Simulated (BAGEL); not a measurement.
# C4H7 (SMILES [CH]=C(C)C) at ROHF/cc-pVDZ (density fitting with qzvpp-jkfit)

What is the energy change on altering one bond length of C4H7 at ROHF/cc-pVDZ (density fitting with qzvpp-jkfit)? 

Program for the calculation: BAGEL 1.2.2.

### Step 1. The system as given

The species is C4H7 (11 atoms), meant as a doublet with charge 0. SMILES: `[CH]=C(C)C`. Geometry: relaxed at GFN2-xTB.

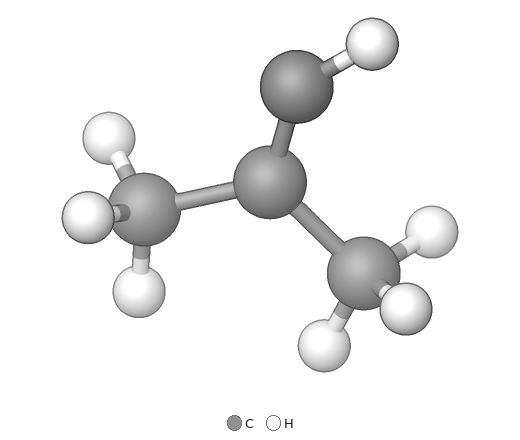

Viewed from a chosen angle; carbon grey, hydrogen white.

### Step 2. The energy at ROHF/cc-pVDZ (density fitting with qzvpp-jkfit)

File job.json:

```json
{ "bagel": [

{
  "title": "molecule",
  "basis": "cc-pvdz.json",
  "df_basis": "qzvpp-jkfit",
  "angstrom": true,
  "geometry": [
    { "atom": "C", "xyz": [      -0.810180,       1.448250,       0.227710 ] },
    { "atom": "C", "xyz": [      -0.185240,       0.320240,       0.101860 ] },
    { "atom": "C", "xyz": [       0.201380,      -0.511950,       1.302740 ] },
    { "atom": "C", "xyz": [       0.205710,      -0.236170,      -1.266710 ] },
    { "atom": "H", "xyz": [      -1.199600,       2.228880,      -0.380920 ] },
    { "atom": "H", "xyz": [       0.882210,       0.046740,       1.942780 ] },
    { "atom": "H", "xyz": [       0.686940,      -1.436160,       1.003980 ] },
    { "atom": "H", "xyz": [      -0.681390,      -0.756030,       1.890720 ] },
    { "atom": "H", "xyz": [      -0.679300,      -0.357760,      -1.887750 ] },
    { "atom": "H", "xyz": [       0.881050,       0.452460,      -1.770850 ] },
    { "atom": "H", "xyz": [       0.698420,      -1.198490,      -1.163560 ] }
  ]
},

{
  "title": "rohf",
  "nopen": 1
},

{
  "title": "print",
  "file": "orbitals.molden",
  "orbitals": true
}

]}
```

The basis set cc-pVDZ is read from a file made from the Basis Set Exchange's data (not shown).

Command:

```console
BAGEL_NUM_THREADS=1 BAGEL job.json > job.out
```

What it wrote:

```text
* using 1 threads per process

  ===============================================================
  ===============================================================

  *** Geometry ***

  { "atom" : "C", "xyz" : [     -1.531018,      2.736796,      0.430310 ] },
  { "atom" : "C", "xyz" : [     -0.350053,      0.605166,      0.192488 ] },
  { "atom" : "C", "xyz" : [      0.380553,     -0.967445,      2.461822 ] },
  { "atom" : "C", "xyz" : [      0.388736,     -0.446297,     -2.393735 ] },
  { "atom" : "H", "xyz" : [     -2.266915,      4.211973,     -0.719834 ] },
  { "atom" : "H", "xyz" : [      1.667135,      0.088326,      3.671322 ] },
  { "atom" : "H", "xyz" : [      1.298128,     -2.713949,      1.897247 ] },
  { "atom" : "H", "xyz" : [     -1.287640,     -1.428690,      3.572943 ] },
  { "atom" : "H", "xyz" : [     -1.283691,     -0.676068,     -3.567330 ] },
  { "atom" : "H", "xyz" : [      1.664943,      0.855025,     -3.346422 ] },
  { "atom" : "H", "xyz" : [      1.319823,     -2.264818,     -2.198810 ] },

  Number of auxiliary basis functions:      426

  Since a DF basis is specified, we compute 2- and 3-index integrals:
    o Being stored without compression. Storage requirement is 0.028 GB

  Number of basis functions:       91
  Number of electrons      :       31

    * METHOD: MOLECULE                             0.19

  *** Open-shell HF ***

  === Nuclear Repulsion ===
   112.1874117344

      * DIIS with orbital gradients will be used.

  === ROHF iteration (cc-pvdz.json) ===
      0       -155.30301219          0.02691388           0.11
      1       -155.44051664          0.01046932           0.11
      2       -155.45808357          0.00499539           0.10
      3       -155.46207020          0.00162362           0.11
      4       -155.46277741          0.00052846           0.10
      5       -155.46297314          0.00020091           0.10
      6       -155.46300457          0.00003399           0.11
      7       -155.46303311          0.00001344           0.11
      8       -155.46303549          0.00000516           0.10
      9       -155.46303584          0.00000117           0.10
     10       -155.46303607          0.00000058           0.10
     11       -155.46303607          0.00000028           0.10
     12       -155.46303607          0.00000010           0.11
     13       -155.46303607          0.00000005           0.11
     14       -155.46303608          0.00000003           0.10
     15       -155.46303608          0.00000002           0.10
     16       -155.46303608          0.00000001           0.10
    * SCF iteration converged.

    * S^2 (ROHF) is 0.7500

    * Permanent dipole moment:
           (   -0.127348,     0.199601,     0.230291) a.u.

    * METHOD: ROHF                                 1.91

    * METHOD: PRINT                                0.01

  ===============================================================
```

Run time: 2.3 s. Hardware: 1 thread of Arm Neoverse V2, shared host; peak memory 0.11 GiB.

### Step 3. The distorted shape, same level

File hf.json:

```json
{ "bagel" : [

{
  "title" : "molecule",
  "basis" : "cc-pvdz.json",
  "df_basis" : "qzvpp-jkfit",
  "angstrom" : "true",
  "geometry" : [
    { "atom" : "C", "xyz" : [      -0.677798,       1.484853,       0.139535 ] },
    { "atom" : "C", "xyz" : [      -0.052858,       0.356843,       0.013685 ] },
    { "atom" : "C", "xyz" : [       0.333762,      -0.475347,       1.214565 ] },
    { "atom" : "C", "xyz" : [       0.338092,      -0.199567,      -1.354885 ] },
    { "atom" : "H", "xyz" : [      -1.067218,       2.265483,      -0.469095 ] },
    { "atom" : "H", "xyz" : [       1.014592,       0.083343,       1.854605 ] },
    { "atom" : "H", "xyz" : [       0.819322,      -1.399557,       0.915805 ] },
    { "atom" : "H", "xyz" : [      -0.681390,      -0.756030,       1.890720 ] },
    { "atom" : "H", "xyz" : [      -0.546918,      -0.321157,      -1.975925 ] },
    { "atom" : "H", "xyz" : [       1.013432,       0.489063,      -1.859025 ] },
    { "atom" : "H", "xyz" : [       0.830802,      -1.161887,      -1.251735 ] }
  ]
},

{ "title" : "rohf", "nopen" : 1 },

{ "title" : "print", "file" : "orbitals.molden", "orbitals" : "true" }

]}
```

The basis set cc-pVDZ is read from a file made from the Basis Set Exchange's data (not shown).

Command:

```console
BAGEL_NUM_THREADS=1 BAGEL hf.json > hf.out
```

What it wrote:

```text
* using 1 threads per process

  ===============================================================
  ===============================================================

  *** Geometry ***

  { "atom" : "C", "xyz" : [     -1.280853,      2.805966,      0.263683 ] },
  { "atom" : "C", "xyz" : [     -0.099887,      0.674336,      0.025861 ] },
  { "atom" : "C", "xyz" : [      0.630719,     -0.898276,      2.295195 ] },
  { "atom" : "C", "xyz" : [      0.638901,     -0.377127,     -2.560362 ] },
  { "atom" : "H", "xyz" : [     -2.016750,      4.281142,     -0.886461 ] },
  { "atom" : "H", "xyz" : [      1.917301,      0.157495,      3.504696 ] },
  { "atom" : "H", "xyz" : [      1.548294,     -2.644779,      1.730621 ] },
  { "atom" : "H", "xyz" : [     -1.287640,     -1.428690,      3.572943 ] },
  { "atom" : "H", "xyz" : [     -1.033525,     -0.606899,     -3.733957 ] },
  { "atom" : "H", "xyz" : [      1.915109,      0.924195,     -3.513048 ] },
  { "atom" : "H", "xyz" : [      1.569988,     -2.195648,     -2.365436 ] },

  Number of auxiliary basis functions:      426

  Since a DF basis is specified, we compute 2- and 3-index integrals:
    o Being stored without compression. Storage requirement is 0.028 GB

  Number of basis functions:       91
  Number of electrons      :       31

    * METHOD: MOLECULE                             0.19

  *** Open-shell HF ***

  === Nuclear Repulsion ===
   111.5998952330

      * DIIS with orbital gradients will be used.

  === ROHF iteration (cc-pvdz.json) ===
      0       -155.29181970          0.02630292           0.11
      1       -155.42753314          0.01047606           0.11
      2       -155.44524784          0.00505795           0.11
      3       -155.44937607          0.00163553           0.10
      4       -155.45010083          0.00052916           0.10
      5       -155.45029893          0.00020044           0.10
      6       -155.45033096          0.00003341           0.10
      7       -155.45035958          0.00001358           0.11
      8       -155.45036190          0.00000536           0.11
      9       -155.45036226          0.00000123           0.11
     10       -155.45036248          0.00000068           0.11
     11       -155.45036249          0.00000039           0.11
     12       -155.45036248          0.00000021           0.10
     13       -155.45036249          0.00000012           0.10
     14       -155.45036249          0.00000007           0.10
     15       -155.45036249          0.00000003           0.11
     16       -155.45036250          0.00000001           0.10
     17       -155.45036250          0.00000000           0.11
    * SCF iteration converged.

    * S^2 (ROHF) is 0.7500

    * Permanent dipole moment:
           (   -0.159822,     0.170843,     0.274501) a.u.

    * METHOD: ROHF                                 2.02

    * METHOD: PRINT                                0.01

  ===============================================================
```

Wall time 2.4 s (1 thread of Arm Neoverse V2, shared host); peak memory 0.11 GiB.

### Step 4. Outcome

At ROHF/cc-pVDZ (density fitting with qzvpp-jkfit):

| quantity | value |
| --- | --- |
| first shape: total energy | -155.46304 Eh |
| first shape: dipole moment | 0.84 D |
| first shape: ⟨S²⟩ | 0.750 |
| distorted shape: total energy | -155.45036 Eh |
| distorted shape: dipole moment | 0.92 D |
| distorted shape: ⟨S²⟩ | 0.750 |
| energy change with the C3–H8 bond stretched from 1.088 to 1.252 Å | 0.345 eV |

In words: With the C3–H8 bond stretched from 1.088 to 1.252 Å the energy rises by 0.34 eV (8.0 kcal/mol). The first shape isn't relaxed at this level, so the change isn't measured from a minimum.
